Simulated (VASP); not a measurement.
Band structure of Al₃Pd (ordered alloy cell). These are PBEsol GGA, VASP's PBE PAW potentials (set 64) (plane waves; VASP) values and carry that method's errors.

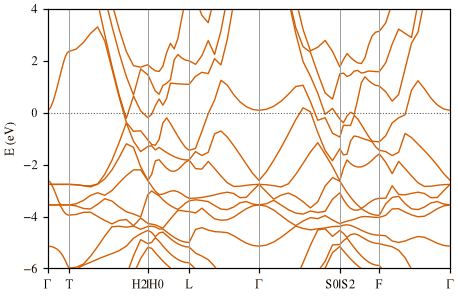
Fig. 1. Bands along high-symmetry lines, zero at the valence-band maximum or, without a gap, the Fermi level

**Question.** Read the plot: is there a gap, and where are the band edges?

**Answer.** It has no gap at this level: it comes out as a metal or semimetal. (Edges off the drawn lines would not show.)

The structure was generated: Al3Pd was put into an ordered model structure (R-3m), which need not be its known phase. It was relaxed first. The electron count is odd and the run is not spin-polarised, which forces a metal.
